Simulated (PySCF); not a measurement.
## Electronic structure of C4H4F4OS (SMILES FC(F)C(F)(F)O[C@H]1CS1) in real space

The calculation's input:

```
{"job": {"kind": "uv", "xc": "PBE0", "basis": "def2-SVPD", "nstates": 6, "ntriplets": 2}, "charge": 0, "multiplicity": 1}
F     -2.271212     1.712952     0.129890
C     -2.289660     0.371058     0.123092
F     -2.398553    -0.042278     1.393596
C     -0.977309    -0.165252    -0.496192
F     -1.072130    -1.516384    -0.601955
F     -0.917253     0.259235    -1.793556
O      0.081191     0.233657     0.210832
C      1.347243    -0.183252    -0.246220
C      2.474140     0.098752     0.667237
S      2.068101    -1.648760     0.500137
H     -3.159466     0.020027    -0.452582
H      1.467987    -0.087876    -1.321101
H      2.228412     0.538533     1.623769
H      3.417830     0.409116     0.240886
```

Command:

```sh
OMP_NUM_THREADS=1 python probes_run.py task.json out
```

Geometry: GFN2-xTB.

Theory: PySCF 2.14.0, PBE0/def2-SVPD, SCF density, gas phase.

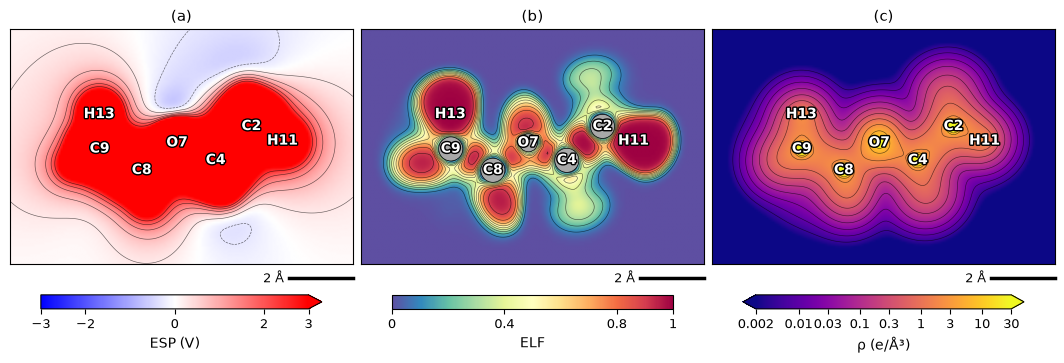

Figure 1. (a) electrostatic potential; (b) ELF; (c) electron density on the plane of atoms C8, C9 and H13. Grey discs cover the atomic cores in the ELF map.

> What does the map show?

The plane passes through C, O and H nuclei. C–O (1.33 Å): the density is about 2.5 e/Å³ at the midpoint; the ELF peaks at about 0.90 between the atoms: a polar covalent bond. C–C (1.48 Å): the density is about 1.8 e/Å³ at the midpoint; the ELF peaks at about 0.95 between the atoms (a shared electron pair). C–H (1.10 Å): the density is about 2.1 e/Å³ at the midpoint; the ELF climbs to about 1 towards the hydrogen, as it does in any bond to H; a covalent bond by its length. C–O (1.41 Å): ρ at the midpoint is about 2 e/Å³, with its minimum of 1.7 e/Å³ about 0.5 Å from C; the ELF peaks at about 0.90 between the atoms: a polar covalent bond. C–C (1.55 Å): ρ at the midpoint is about 1.8 e/Å³; the ELF peaks at about 1 between the atoms: a covalent bond. The ELF also peaks beside O7, away from the bonds: lone-pair regions. Outside the dense part of the molecule the potential is most negative (−0.7 V) near O7.

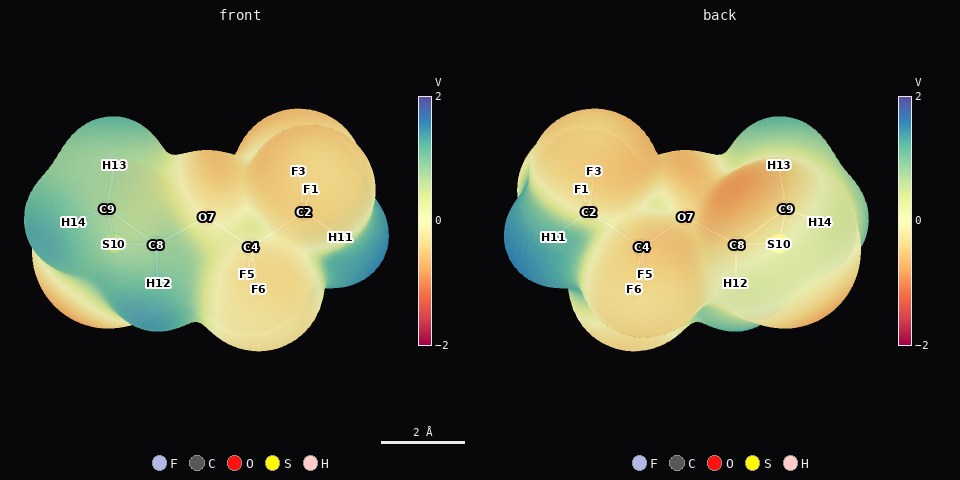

Figure 2. The molecular electrostatic potential painted on the density surface at 0.002 e/bohr³, seen from the front and from behind; red is negative and blue positive.

> Where is the surface potential most negative and most positive?

The most negative region (about −0.9 V) lies over S10, the most positive (about +1.6 V) over H11.

> What dipole moment does the calculation give?

Its dipole moment is 1.49 D.
